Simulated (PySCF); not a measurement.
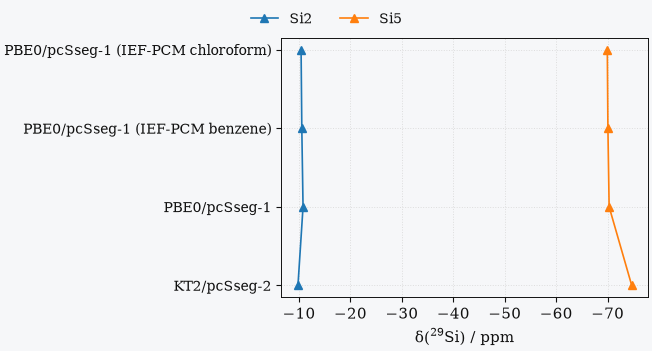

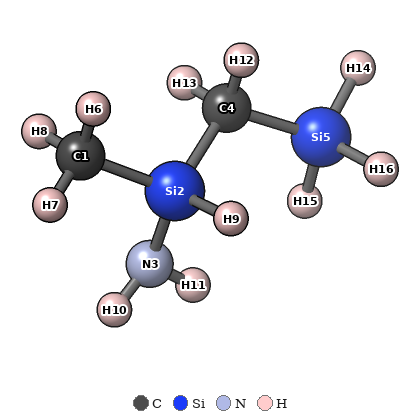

GIAO ²⁹Si shifts of C₂H₁₁NSi₂, SMILES C[Si@@H](N)C[SiH3] at several levels, one geometry, PySCF 2.14.0, at a PBE0-D3(BJ)/def2-SVP geometry (no frequency check); values of one conformer, averaged over nuclei that symmetry, rotation about single bonds or inversion at nitrogen exchange, these motions taken as fast; other conformers aren't averaged in; each against TMS at the same level.

Question: Which of the plotted signals depends most on the level, and by how much?

Answer: That of Si5: from −74.7 ppm (KT2/pcSseg-2) to −69.9 ppm (PBE0/pcSseg-1 (IEF-PCM chloroform)), a spread of 4.8 ppm. The steadiest, Si2, moves by 1.0 ppm.

Question: Do all levels give the signals in the same order?

Answer: Yes, the order of the signals is the same at every level.
